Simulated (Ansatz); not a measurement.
In doubt: the program warns that the response may not be converged on this k-mesh (in some of the runs), which bears on dielectric and field responses.

Consider GeH6CBr3N (CH3NH3GeBr3).

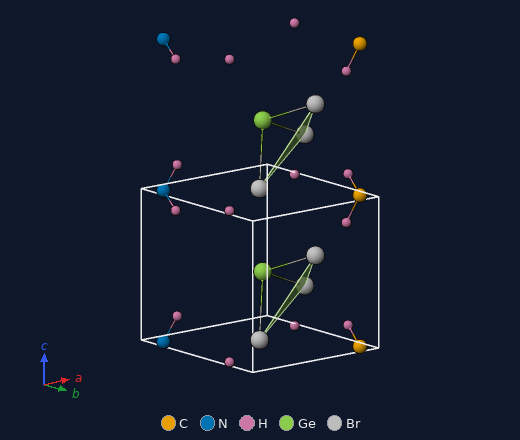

The structure (carbon orange, nitrogen blue, hydrogen pink, germanium green, bromine light grey). Bonds to atoms that aren't drawn are left out. 1×1×2 cells are drawn. Some periodic images of atoms are drawn too.

The structure was built from a prototype and need not be the compound's stable phase.

```cif
data_structure
_symmetry_space_group_name_H-M 'P 1'
_symmetry_Int_Tables_number 1
_cell_length_a 5.5614
_cell_length_b 5.6559
_cell_length_c 5.5499
_cell_angle_alpha 91.011
_cell_angle_beta 89.993
_cell_angle_gamma 82.454
_cell_volume 173.03
loop_
_atom_site_label
_atom_site_type_symbol
_atom_site_fract_x
_atom_site_fract_y
_atom_site_fract_z
_atom_site_occupancy
C1 C 0.92853 0.91189 0.00345 1
N2 N 0.08319 0.10485 0.99696 1
H3 H 0.04617 0.74025 0.00538 1
H4 H 0.19318 0.08982 0.84357 1
H5 H 0.81279 0.92186 0.84276 1
H6 H 0.97699 0.27000 0.99475 1
H7 H 0.81608 0.93394 0.16695 1
H8 H 0.19551 0.10091 0.14772 1
Ge9 Ge 0.51267 0.51084 0.47902 1
Br10 Br 0.51909 0.47448 0.01863 1
Br11 Br 0.43860 0.97080 0.49646 1
Br12 Br 0.96675 0.46952 0.50402 1
```

The structure was relaxed with PBEsol-D3(BJ). The runs that relaxed it are not among those shown. PAW set soft_2, made with PBE.

Gaps computed with Ansatz 0.2.0 without a self-energy: PBEsol 1.04 eV and PBEsol+SOC 0.99 eV. The mean ε∞ by PBEsol perturbation theory is 5.62.

Estimate the G0W0@PBEsol gap with 4×4×4 mesh, 721 empty bands, screening to 150 eV, default PAW files.

About 1.95 eV: on its mesh the run moves the gap from 1.04 eV by +0.91 eV. One-shot corrections scale roughly with one over ε∞, here 0.18. Spin-orbit coupling is not in that value; its −0.04 eV at the PBEsol level would bring it to about 1.90 eV. Bands and cutoff are finite, so the gap is not at the basis limit. The miss can reach some tenths of an eV and take either sign; the mesh is an error of its own. The many-body steps are scalar-relativistic: spin-orbit coupling is not in them.

[Paths, hosts, dates, memory and timing lines, banners, echoed tables and standing remarks are left out of the program output.]

[Logs are printed without paths, hosts, clocks, repeated set-up lines and the standing remarks that a program may print on its own settings, such as how far it seeks lower states.]

[Runs of the session that timed out or met a known fault of the program may be left out.]

[Cells called generated may have been cut or substituted from an entry of the Crystallography Open Database or the Materials Project.]

[Hosts, paths, dates, database ids (printed as entryN), source tags and the programs' standing remarks are cut or masked in the printed files.]
